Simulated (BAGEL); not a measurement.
**A workflow on C2H8Si (dimethylsilane)**

Wanted: a series of 15 runs (PBE0/def2-SVP, RI-MP2/def2-SVP) of C2H8Si. 

Program for the calculation: BAGEL 1.2.2.

1 further run of the same task is left out (set aside as unsound or not needed).

## 1. The molecule

C2H8Si has 11 atoms, charge 0, and is taken as a singlet. As SMILES, `C[SiH2]C`. One bond was lengthened or shortened from a relaxed shape.

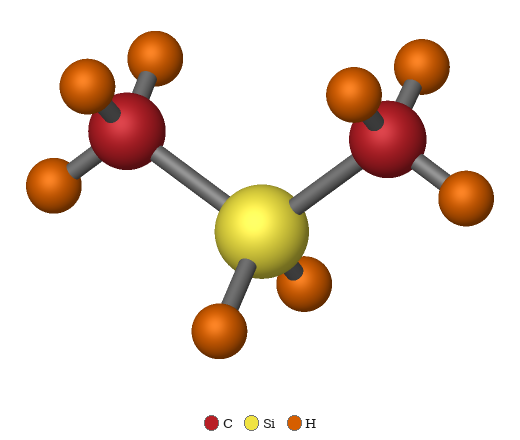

Viewed from a chosen angle; carbon red, silicon yellow, hydrogen orange.

## 2. A single-point energy at PBE0/def2-SVP (density fitting with svp-jkfit) (run 1)

Contents of dft.json:

```json
{ "bagel" : [

{
  "title" : "molecule",
  "basis" : "svp",
  "df_basis" : "svp-jkfit",
  "geometry" : [
    { "atom" : "C", "xyz" : [    -2.24982856,     1.63896703,    -0.97999685 ] },
    { "atom" : "Si", "xyz" : [    -0.84954150,    -1.42314519,     0.10395005 ] },
    { "atom" : "C", "xyz" : [     2.27946702,    -0.93011564,     1.67865883 ] },
    { "atom" : "H", "xyz" : [    -4.07454810,     1.33604393,    -1.89632505 ] },
    { "atom" : "H", "xyz" : [    -1.00544390,     2.57891680,    -2.33417459 ] },
    { "atom" : "H", "xyz" : [    -2.54216919,     2.91963442,     0.61360919 ] },
    { "atom" : "H", "xyz" : [    -0.52961086,    -3.14468569,    -2.10419492 ] },
    { "atom" : "H", "xyz" : [    -2.35289800,    -2.49311568,     1.63140056 ] },
    { "atom" : "H", "xyz" : [     3.62419613,    -0.04666868,     0.38362952 ] },
    { "atom" : "H", "xyz" : [     3.08449035,    -2.72478854,     2.30548099 ] },
    { "atom" : "H", "xyz" : [     2.08709290,     0.29348203,     3.33141330 ] }
  ]
},

{
  "title" : "ks",
  "xc_func" : "pbe0"
},

{
  "title" : "print",
  "file" : "orbitals.molden",
  "orbitals" : true
}

]}
```

Command:

```sh
BAGEL_NUM_THREADS=1 BAGEL dft.json > dft.out
```

The program printed:

```text
* using 1 threads per process

  ===============================================================
  ===============================================================

  *** Geometry ***

  { "atom" : "C", "xyz" : [     -2.249829,      1.638967,     -0.979997 ] },
  { "atom" : "Si", "xyz" : [     -0.849541,     -1.423145,      0.103950 ] },
  { "atom" : "C", "xyz" : [      2.279467,     -0.930116,      1.678659 ] },
[... 7 lines of this table left out ...]
  { "atom" : "H", "xyz" : [      2.087093,      0.293482,      3.331413 ] },

  Number of auxiliary basis functions:      422

  Since a DF basis is specified, we compute 2- and 3-index integrals:
    o Being stored without compression. Storage requirement is 0.025 GB

  Number of basis functions:       86
  Number of electrons      :       34

    * METHOD: MOLECULE                             0.17

  *** Kohn-Sham DFT ***

    * Removing 19811 points whose weight is below 1.00e-10
    * Grid points: 144155

  === Nuclear Repulsion ===
   115.2477783112

       - DIIS with orbital gradients will be used.

  === KS iteration (pbe0 / svp) ===
      0       -348.16263869          0.11903281           0.39
      1       -358.26486729          0.11380206           0.40
      2       -361.35890744          0.11979471           0.39
[... 11 lines of this table left out ...]
     14       -370.12974955          0.00000001           0.39
    * SCF iteration converged.

    * Permanent dipole moment:
           (   -0.056662,    -0.220056,    -0.115724) a.u.

    * METHOD: KS                                   6.66

    * METHOD: PRINT                                0.01

  ===============================================================
```

It took 7.2 s on 1 thread of Arm Neoverse V2, shared host; peak memory 0.54 GiB.

## 3. Bond 8-2 at 1.491 A: the energy at RI-MP2/def2-SVP (density fitting with svp-jkfit) (run 2)

Contents of job.json:

```json
{ "bagel": [

{
  "title": "molecule",
  "basis": "svp",
  "df_basis": "svp-jkfit",
  "angstrom": false,
  "geometry": [
    { "atom": "C", "xyz": [    -1.98464329,     1.82770531,    -1.24943400 ] },
    { "atom": "Si", "xyz": [    -0.58435623,    -1.23440690,    -0.16548710 ] },
    { "atom": "C", "xyz": [     2.54465229,    -0.74137735,     1.40922168 ] },
    { "atom": "H", "xyz": [    -3.80936283,     1.52478222,    -2.16576220 ] },
    { "atom": "H", "xyz": [    -0.74025864,     2.76765509,    -2.60361174 ] },
    { "atom": "H", "xyz": [    -2.27698392,     3.10837271,     0.34417204 ] },
    { "atom": "H", "xyz": [    -0.26442560,    -2.95594740,    -2.37363207 ] },
    { "atom": "H", "xyz": [    -2.35289800,    -2.49311568,     1.63140056 ] },
    { "atom": "H", "xyz": [     3.88938140,     0.14206961,     0.11419237 ] },
    { "atom": "H", "xyz": [     3.34967562,    -2.53605025,     2.03604384 ] },
    { "atom": "H", "xyz": [     2.35227817,     0.48222031,     3.06197615 ] }
  ]
},

{ "title": "hf", "charge": 0 },

{ "title": "mp2", "charge": 0, "ncore": 7 }

]}
```

Command:

```sh
BAGEL_NUM_THREADS=1 BAGEL job.json > job.out
```

The program printed:

```text
* using 1 threads per process

  ===============================================================
  ===============================================================

  *** Geometry ***

  { "atom" : "C", "xyz" : [     -1.984643,      1.827705,     -1.249434 ] },
  { "atom" : "Si", "xyz" : [     -0.584356,     -1.234407,     -0.165487 ] },
  { "atom" : "C", "xyz" : [      2.544652,     -0.741377,      1.409222 ] },
[... 7 lines of this table left out ...]
  { "atom" : "H", "xyz" : [      2.352278,      0.482220,      3.061976 ] },

[... 23 lines left out ...]
    * SCF iteration converged.
[... 1 line left out ...]
    * Permanent dipole moment:
[... 2 lines left out ...]
    * METHOD: HF                                   0.60

  *** RHF ***

  === Nuclear Repulsion ===
   114.1586929200

      * DIIS with orbital gradients will be used.

  === RHF iteration (svp) ===
      0       -369.19227329          0.00000000           0.05
    * SCF iteration converged.

    * Permanent dipole moment:
           (   -0.124256,    -0.256062,    -0.035277) a.u.

  === DF-MP2 calculation ===

    * freezing 7 orbitals
    * 3-index integral transformation done
    * assembly done

      MP2 correlation energy:   -0.3994414669      0.03

      MP2 total energy:       -369.5917147520

    * METHOD: MP2                                  0.14

  ===============================================================
```

Run time: 1.1 s. Hardware: 1 thread of Arm Neoverse V2, shared host; peak memory 0.14 GiB.

Runs 3 to 13 aren't shown in full; the table further down has their settings and results.

## 4. Bond 8-2 at 4.175 A: the energy at RI-MP2/def2-SVP (density fitting with svp-jkfit) (run 14)

Contents of input.json:

```json
{ "bagel" : [

{
  "title" : "molecule",
  "basis" : "svp",
  "df_basis" : "svp-jkfit",
  "angstrom" : "false",
  "geometry" : [
    { "atom" : "C", "xyz" : [     1.19889895,     4.09350016,    -4.48400073 ] },
    { "atom" : "Si", "xyz" : [     2.59918600,     1.03138795,    -3.40005382 ] },
    { "atom" : "C", "xyz" : [     5.72819452,     1.52441750,    -1.82534505 ] },
    { "atom" : "H", "xyz" : [    -0.62582060,     3.79057707,    -5.40032893 ] },
    { "atom" : "H", "xyz" : [     2.44328360,     5.03344994,    -5.83817847 ] },
    { "atom" : "H", "xyz" : [     0.90655831,     5.37416756,    -2.89039469 ] },
    { "atom" : "H", "xyz" : [     2.91911664,    -0.69015255,    -5.60819880 ] },
    { "atom" : "H", "xyz" : [    -2.35289800,    -2.49311568,     1.63140056 ] },
    { "atom" : "H", "xyz" : [     7.07292363,     2.40786446,    -3.12037436 ] },
    { "atom" : "H", "xyz" : [     6.53321785,    -0.27025540,    -1.19852289 ] },
    { "atom" : "H", "xyz" : [     5.53582040,     2.74801516,    -0.17259058 ] }
  ]
},

{
  "title" : "hf"
},

{
  "title" : "mp2",
  "ncore" : 7
}

]}
```

Command:

```sh
BAGEL_NUM_THREADS=1 BAGEL input.json > input.out
```

The program printed:

```text
* using 1 threads per process

  ===============================================================
  ===============================================================

  *** Geometry ***

  { "atom" : "C", "xyz" : [      1.198899,      4.093500,     -4.484001 ] },
  { "atom" : "Si", "xyz" : [      2.599186,      1.031388,     -3.400054 ] },
  { "atom" : "C", "xyz" : [      5.728195,      1.524417,     -1.825345 ] },
[... 7 lines of this table left out ...]
  { "atom" : "H", "xyz" : [      5.535820,      2.748015,     -0.172591 ] },

[... 23 lines left out ...]
    * SCF iteration converged.
[... 1 line left out ...]
    * Permanent dipole moment:
[... 2 lines left out ...]
    * METHOD: HF                                   0.74

  *** RHF ***

  === Nuclear Repulsion ===
   109.3928727490

      * DIIS with orbital gradients will be used.

  === RHF iteration (svp) ===
      0       -368.94493411          0.00000000           0.05
    * SCF iteration converged.

    * Permanent dipole moment:
           (   -1.873308,    -1.591174,     1.654418) a.u.

  === DF-MP2 calculation ===

    * freezing 7 orbitals
    * 3-index integral transformation done
    * assembly done

      MP2 correlation energy:   -0.4433247927      0.03

      MP2 total energy:       -369.3882589042

    * METHOD: MP2                                  0.14

  ===============================================================
```

Run time: 1.2 s. Hardware: 1 thread of Arm Neoverse V2, shared host; peak memory 0.14 GiB.

## 5. Bond 8-2 at 4.175 A: a single-point energy at PBE0/def2-SVP (density fitting with svp-jkfit) (run 15)

Contents of job.json:

```json
{ "bagel" : [

{
  "title" : "molecule",
  "basis" : "svp",
  "df_basis" : "svp-jkfit",
  "angstrom" : "false",
  "geometry" : [
    { "atom" : "C", "xyz" : [     1.19889895,     4.09350016,    -4.48400073 ] },
    { "atom" : "Si", "xyz" : [     2.59918600,     1.03138795,    -3.40005382 ] },
    { "atom" : "C", "xyz" : [     5.72819452,     1.52441750,    -1.82534505 ] },
    { "atom" : "H", "xyz" : [    -0.62582060,     3.79057707,    -5.40032893 ] },
    { "atom" : "H", "xyz" : [     2.44328360,     5.03344994,    -5.83817847 ] },
    { "atom" : "H", "xyz" : [     0.90655831,     5.37416756,    -2.89039469 ] },
    { "atom" : "H", "xyz" : [     2.91911664,    -0.69015255,    -5.60819880 ] },
    { "atom" : "H", "xyz" : [    -2.35289800,    -2.49311568,     1.63140056 ] },
    { "atom" : "H", "xyz" : [     7.07292363,     2.40786446,    -3.12037436 ] },
    { "atom" : "H", "xyz" : [     6.53321785,    -0.27025540,    -1.19852289 ] },
    { "atom" : "H", "xyz" : [     5.53582040,     2.74801516,    -0.17259058 ] }
  ]
},

{
  "title" : "ks",
  "xc_func" : "pbe0"
},

{
  "title" : "print",
  "file" : "orbitals.molden",
  "orbitals" : "true"
}

]}
```

Command:

```sh
BAGEL_NUM_THREADS=1 BAGEL job.json > job.out
```

The program printed:

```text
* using 1 threads per process

  ===============================================================
  ===============================================================

  *** Geometry ***

  { "atom" : "C", "xyz" : [      1.198899,      4.093500,     -4.484001 ] },
  { "atom" : "Si", "xyz" : [      2.599186,      1.031388,     -3.400054 ] },
  { "atom" : "C", "xyz" : [      5.728195,      1.524417,     -1.825345 ] },
[... 7 lines of this table left out ...]
  { "atom" : "H", "xyz" : [      5.535820,      2.748015,     -0.172591 ] },

  Number of auxiliary basis functions:      422

  Since a DF basis is specified, we compute 2- and 3-index integrals:
    o Being stored without compression. Storage requirement is 0.025 GB

  Number of basis functions:       86
  Number of electrons      :       34

    * METHOD: MOLECULE                             0.17

  *** Kohn-Sham DFT ***

    * Removing 18222 points whose weight is below 1.00e-10
    * Grid points: 145744

  === Nuclear Repulsion ===
   109.3928727490

       - DIIS with orbital gradients will be used.

  === KS iteration (pbe0 / svp) ===
      0       -347.58315994          0.11802837           0.42
      1       -357.87150209          0.10969607           0.39
      2       -360.75178028          0.11327182           0.40
[... 22 lines of this table left out ...]
     25       -369.95330273          0.00000000           0.38
    * SCF iteration converged.

    * Permanent dipole moment:
           (   -1.261166,    -1.155672,     1.032268) a.u.

    * METHOD: KS                                  11.05

    * METHOD: PRINT                                0.01

  ===============================================================
```

Run time: 11 s. Hardware: 1 thread of Arm Neoverse V2, shared host; peak memory 0.54 GiB.

## 6. All runs side by side

```tsv
run	level	frozen core orbitals	partner	energy (Eh)	dipole moment (D)	HOMO energy (eV)	LUMO energy (eV)	wall time
1	PBE0/def2-SVP (density fitting with svp-jkfit)	–	bond 8-2 at 1.268 A	-370.129750	0.65	-8.75	1.69	7.2 s
2	RI-MP2/def2-SVP (density fitting with svp-jkfit)	7	bond 8-2 at 1.491 A	-369.591715	–	–	–	1.1 s
3	PBE0/def2-SVP (density fitting with svp-jkfit)	–	bond 8-2 at 1.491 A	-370.154353	0.81	-8.82	1.63	6.9 s
4	RI-MP2/def2-SVP (density fitting with svp-jkfit)	7	bond 8-2 at 1.715 A	-369.578756	–	–	–	1.1 s
5	PBE0/def2-SVP (density fitting with svp-jkfit)	–	bond 8-2 at 1.715 A	-370.143349	1.12	-8.42	1.42	7.5 s
6	RI-MP2/def2-SVP (density fitting with svp-jkfit)	7	bond 8-2 at 2.013 A	-369.543551	–	–	–	1.1 s
7	PBE0/def2-SVP (density fitting with svp-jkfit)	–	bond 8-2 at 2.013 A	-370.110867	1.67	-7.74	0.28	7.5 s
8	RI-MP2/def2-SVP (density fitting with svp-jkfit)	7	bond 8-2 at 2.386 A	-369.497164	–	–	–	1.2 s
9	PBE0/def2-SVP (density fitting with svp-jkfit)	–	bond 8-2 at 2.386 A	-370.067269	2.44	-7.00	-1.11	7.8 s
10	RI-MP2/def2-SVP (density fitting with svp-jkfit)	7	bond 8-2 at 2.833 A	-369.451812	–	–	–	1.2 s
11	PBE0/def2-SVP (density fitting with svp-jkfit)	–	bond 8-2 at 2.833 A	-370.023846	3.30	-6.31	-2.26	8.1 s
12	RI-MP2/def2-SVP (density fitting with svp-jkfit)	7	bond 8-2 at 3.430 A	-369.411289	–	–	–	1.2 s
13	PBE0/def2-SVP (density fitting with svp-jkfit)	–	bond 8-2 at 3.430 A	-369.983295	4.24	-5.74	-3.18	8.4 s
14	RI-MP2/def2-SVP (density fitting with svp-jkfit)	7	bond 8-2 at 4.175 A	-369.388259	–	–	–	1.2 s
15	PBE0/def2-SVP (density fitting with svp-jkfit)	–	bond 8-2 at 4.175 A	-369.953303	5.08	-5.34	-3.79	11 s
```

## 7. Results

| quantity | value |
| --- | --- |
| bond 8-2 at 4.175 A, run 15: total energy | -369.95330 Eh |
| bond 8-2 at 4.175 A, run 15: dipole moment | 5.08 D |
| bond 8-2 at 4.175 A, run 15: HOMO energy | -5.34 eV |
| bond 8-2 at 4.175 A, run 15: LUMO energy | -3.79 eV |
| bond 8-2 at 4.175 A, run 15: HOMO–LUMO gap | 1.55 eV |

**Reading.** In runs 10, 11, 12, 13, 14, 15 a closed-shell determinant meets a far-stretched bond, which it describes badly. All runs together took 73 s, the longest 11 s.
